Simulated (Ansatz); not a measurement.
## Electronic structure of CF3GeNO (SMILES O=C=[N][Ge]([F])([F])[F]) in real space

Input

```
crystal:
  periodic: [false, false, false]
  atoms:
    - {symbol: O, position_ang: [1.205791, -2.164475, 1.607571]}
    - {symbol: C, position_ang: [0.998153, -1.214155, 0.983880]}
    - {symbol: N, position_ang: [0.871529, -0.197573, 0.342986]}
    - {symbol: Ge, position_ang: [-0.427798, 0.651302, -0.520731]}
    - {symbol: F, position_ang: [0.195473, 2.072923, -1.198696]}
    - {symbol: F, position_ang: [-1.705627, 1.076524, 0.515725]}
    - {symbol: F, position_ang: [-1.076423, -0.292446, -1.776336]}
basis:
  gaussian: {orbitals: def2-TZVPP}
hamiltonian: {xc: pbe0, dispersion: d4}
output: {orbitals: {seedname: orbitals}}
```

Launched as:

```sh
ansatz run in.yaml --threads 4 --pin off --events-out ev --progress --plain --max-ram 10444MiB
```

Geometry: PBE0-D4/def2-TZVP.

All numbers below come from RKS PBE0-D4/def2-TZVPP in Ansatz 0.2.0.

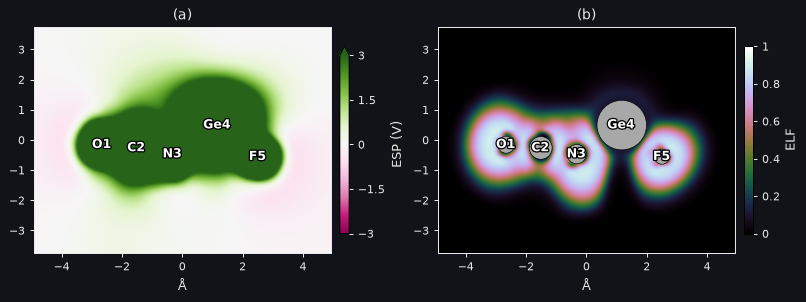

Figure 1. (a) molecular electrostatic potential; (b) electron localisation function on the plane of atoms N3, Ge4 and F5. Grey discs cover the atomic cores in the ELF map.

> Interpret the plot.

Atoms in the plane: O, C, N, Ge and F. C–O (1.16 Å): the ELF peaks at about 0.85 between the atoms; a multiple bond. C–N (1.21 Å): the ELF peaks at about 0.85 between the atoms (a multiple bond). Ge–F (1.69 Å): the ELF peaks at about 0.80 in the valence shell of F, 0.6 Å from its nucleus, and is about 0.25 at the midpoint. Ge–N (1.78 Å): the ELF peaks at about 0.85 in the valence shell of N, 0.6 Å from its nucleus, and is about 0.40 at the midpoint. The ELF also peaks beside N3, F5 and O1, away from the bonds: lone-pair regions. Outside the dense part of the molecule the potential is most negative (−0.5 V) near F5.

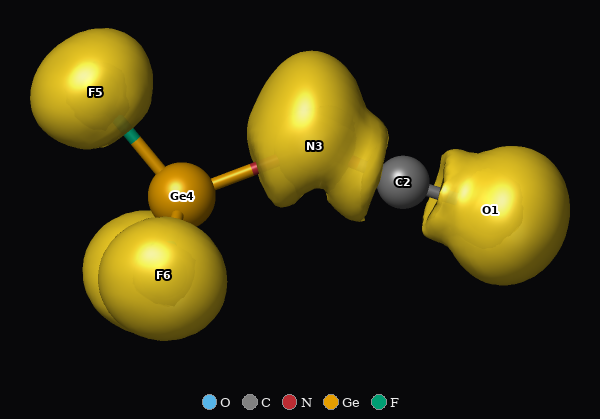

Figure 2. Isosurface of the ELF at 0.75 (yellow), seen across its widest extent. Core shells and regions of very low density are left out.

> Describe the localisation domains.

At this value the surface marks out one region on N in which the atom's valence shell and bonds are merged, one region on O in which the atom's valence shell and bonds are merged and three regions wrapped around F (the valence shell of each).

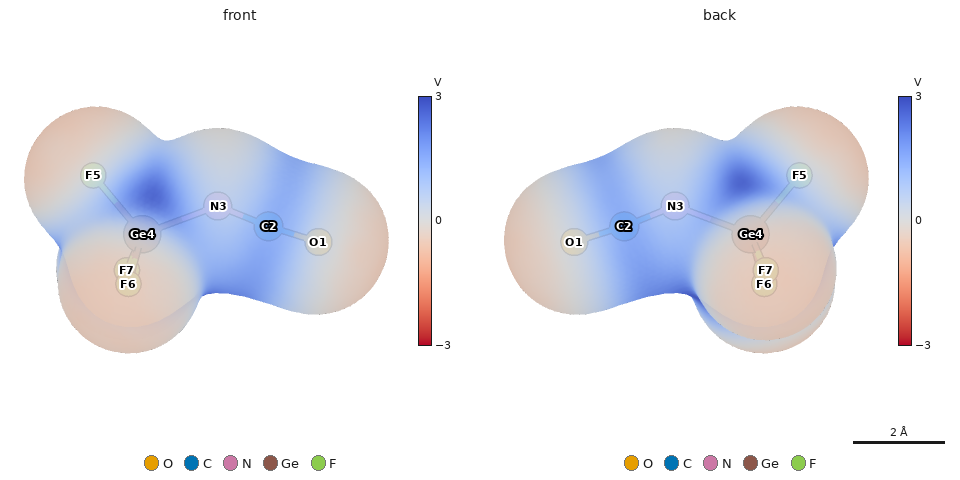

Figure 3. The electrostatic potential painted on the density surface at 0.002 e/bohr³, seen from the front and from behind; red is negative and blue positive.

> Where is the surface potential most negative and most positive?

The most negative region (about −0.5 V, or −12 kcal/mol for a unit charge) lies over O1, F5, F6 and F7, the most positive (about +2.7 V, or +62 kcal/mol for a unit charge) over Ge4.
